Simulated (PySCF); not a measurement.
**BHCl2 (SMILES [H]B(Cl)Cl): CISD/STO-3G**

Aim: the vertical singlet–triplet gap of BHCl2 at CISD/STO-3G, from 2 runs. 

The results are computed with PySCF 2.14.0.

23 further runs of the same task are left out: 10 that didn't finish, 13 set aside as unsound or not needed.

### 1 The structure to begin with

The species is BHCl2 (4 atoms), meant as a singlet with charge 0. As SMILES, `[H]B(Cl)Cl`. Geometry: relaxed at GFN2-xTB.

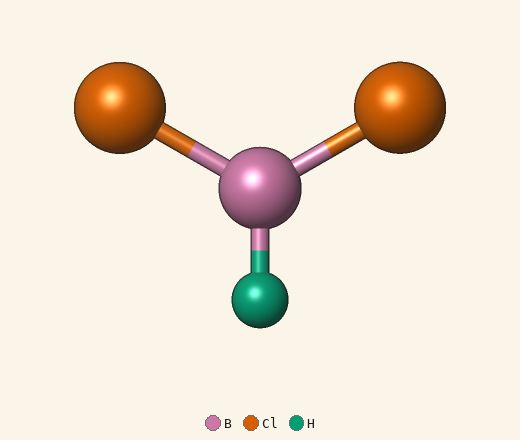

The structure, seen from a chosen angle (boron pink, chlorine orange, hydrogen teal).

### 2 A single-point energy at CISD/STO-3G

Contents of calc.py:

```python
from pyscf import gto, scf, ci

mol = gto.M(
    atom='''
B     -0.127122    -0.212311     0.002192
Cl     3.086660    -0.275446     0.023773
Cl    -1.688546     2.598978    -0.033051
H     -1.270992    -2.111221     0.007086
''',
    max_memory=1860,
    unit='bohr',
    verbose=4,
    basis='sto-3g',
    spin=0,
)

myscf = scf.RHF(mol)
myscf.conv_tol = 1e-10
myscf.kernel()
if not myscf.converged:
    myscf = myscf.newton().run(myscf.mo_coeff, myscf.mo_occ)

cisd = ci.CISD(myscf, frozen=11)
cisd.kernel()
e_final = cisd.e_tot
print('E(%s) = %.9f' % ('CISD', e_final))
```

Started as:

```bash
$ OMP_NUM_THREADS=1 python calc.py
```

The program printed:

```text
PySCF version 2.14.0

[INPUT] num. atoms = 4
[INPUT] num. electrons = 40
[INPUT] charge = 0
[INPUT] spin (= nelec alpha-beta = 2S) = 0
[INPUT] symmetry False subgroup None
[INPUT] Mole.unit = bohr
[INPUT] Symbol           X                Y                Z      unit          X                Y                Z       unit  Magmom
[INPUT]  1 B     -0.067270065407  -0.112350142828   0.001159956446 AA   -0.127122000000  -0.212311000000   0.002192000000 Bohr   0.0
[INPUT]  2 Cl     1.633390129858  -0.145759746039   0.012580129835 AA    3.086660000000  -0.275446000000   0.023773000000 Bohr   0.0
[INPUT]  3 Cl    -0.893540062790   1.375319929282  -0.017489835998 AA   -1.688546000000   2.598978000000  -0.033051000000 Bohr   0.0
[INPUT]  4 H     -0.672580001662  -1.117210040416   0.003749749717 AA   -1.270992000000  -2.111221000000   0.007086000000 Bohr   0.0

nuclear repulsion = 114.16784937892
number of shells = 14
number of NR pGTOs = 72
number of NR cGTOs = 24
basis = sto-3g
ecp = {}

******** <class 'pyscf.scf.hf.RHF'> ********
method = RHF
initial guess = minao
damping factor = 0
level_shift factor = 0
DIIS = <class 'pyscf.scf.diis.CDIIS'>
diis_start_cycle = 1
diis_space = 8
diis_damp = 0
SCF conv_tol = 1e-10
SCF conv_tol_grad = None
SCF max_cycles = 50
direct_scf = True
direct_scf_tol = 1e-13
Set gradient conv threshold to 1e-05
Initial guess from minao.
init E= -933.947321706881
  HOMO = -0.391586717136846  LUMO = 0.129625372712336  gap/eV = 14.18290
cycle= 1 E= -934.107807090635  delta_E= -0.16  |g|= 0.386  |ddm|= 2.37
  HOMO = -0.40156895727725  LUMO = 0.100696961402739  gap/eV = 13.66735
cycle= 2 E= -934.173017483325  delta_E= -0.0652  |g|= 0.109  |ddm|= 0.881
  HOMO = -0.415613378657791  LUMO = 0.186490470367508  gap/eV = 16.38408
cycle= 3 E= -934.177696776518  delta_E= -0.00468  |g|= 0.0201  |ddm|= 0.192
  HOMO = -0.416970051300539  LUMO = 0.186312846735804  gap/eV = 16.41616
cycle= 4 E= -934.177964665754  delta_E= -0.000268  |g|= 0.00189  |ddm|= 0.0604
  HOMO = -0.416756192430535  LUMO = 0.186044624760239  gap/eV = 16.40305
cycle= 5 E= -934.177968298269  delta_E= -3.63e-06  |g|= 0.00064  |ddm|= 0.00594
  HOMO = -0.416756074752114  LUMO = 0.18618356467982  gap/eV = 16.40682
cycle= 6 E= -934.177968689298  delta_E= -3.91e-07  |g|= 7.34e-05  |ddm|= 0.0024
  HOMO = -0.416746865099806  LUMO = 0.18616935775413  gap/eV = 16.40619
cycle= 7 E= -934.177968694678  delta_E= -5.38e-09  |g|= 6.22e-06  |ddm|= 0.000274
  HOMO = -0.416747359918847  LUMO = 0.186170353082766  gap/eV = 16.40623
cycle= 8 E= -934.177968694706  delta_E= -2.75e-11  |g|= 7.51e-07  |ddm|= 2.02e-05
  HOMO = -0.416747354457253  LUMO = 0.186170418250922  gap/eV = 16.40623
Extra cycle  E= -934.177968694704  delta_E= 1.14e-12  |g|= 2.51e-07  |ddm|= 2.19e-06
converged SCF energy = -934.177968694704

******** <class 'pyscf.ci.cisd.RCISD'> ********
CISD nocc = 9, nmo = 13
frozen orbitals 11
max_cycle = 50
direct = 0
conv_tol = 1e-09
max_cycle = 50
max_space = 12
lindep = 0
nroots = 1
Init t2, MP2 energy = -0.0526851582235263
RCISD converged
E(RCISD) = -934.2420222169961  E_corr = -0.06405352229171268
E(CISD) = -934.242022217
```

It took 0.77 s on 1 thread of Arm Neoverse V1, shared host; peak memory 0.1 GiB.

### 3 The triplet

Contents of calc.py:

```python
from pyscf import gto, scf, ci

system = gto.M(
    atom='''
B     -0.127122    -0.212311     0.002192
Cl     3.086660    -0.275446     0.023773
Cl    -1.688546     2.598978    -0.033051
H     -1.270992    -2.111221     0.007086
''',
    verbose=3,
    unit='bohr',
    spin=2,
    charge=0,
    basis='sto-3g',
    max_memory=1860,
)

calc0 = scf.UHF(system)
calc0.conv_tol = 1e-10
calc0.kernel()
if not calc0.converged:
    calc0 = calc0.newton().run(calc0.mo_coeff, calc0.mo_occ)

cisd = ci.CISD(calc0, frozen=11)
cisd.kernel()
energy = cisd.e_tot
print('E = %.10f Eh' % energy)
```

Started as:

```bash
$ OMP_NUM_THREADS=1 python calc.py
```

The program printed:

```text
WARN: HOMO 0.129625372712336 >= LUMO -0.391586717136846

converged SCF energy = -933.926093821706  <S^2> = 2.0085968  2S+1 = 3.0057258
E(UCISD) = -933.989125733351  E_corr = -0.0630319116446799
E = -933.9891257334 Eh
```

It took 0.87 s on 1 thread of Arm Neoverse V1, shared host; peak memory 0.1 GiB.

### 4 Summary of results

Level: CISD/STO-3G, 11 core orbitals frozen.

| quantity | value |
| --- | --- |
| singlet: total energy | -934.24202 Eh |
| singlet: dipole moment (Hartree–Fock density) | 1.20 D |
| singlet: HOMO energy (Hartree–Fock orbitals) | -11.34 eV |
| singlet: LUMO energy (Hartree–Fock orbitals) | 5.07 eV |
| singlet: HOMO–LUMO gap (Hartree–Fock orbitals) | 16.41 eV |
| singlet: correlation energy (11 core orbitals frozen) | -64.1 mEh |
| triplet: total energy | -933.98913 Eh |
| triplet: dipole moment (Hartree–Fock density) | 1.17 D |
| triplet: HOMO energy (Hartree–Fock orbitals) (highest over α and β) | -5.46 eV |
| triplet: LUMO energy (Hartree–Fock orbitals) (lowest over α and β) | -2.76 eV |
| triplet: correlation energy (11 core orbitals frozen) | -63.0 mEh |
| triplet: ⟨S²⟩ of the reference determinant | 2.009 |
| vertical energy of the triplet above the singlet | 6.882 eV |

In words: At this shape the triplet lies 6.88 eV (664 kJ/mol) above the singlet. In a minimal basis such a difference can be off by several eV, whatever the method. Mulliken charges (triplet) of the mean-field density run from -0.08 on Cl3 to +0.12 on H4; they depend strongly on the basis.
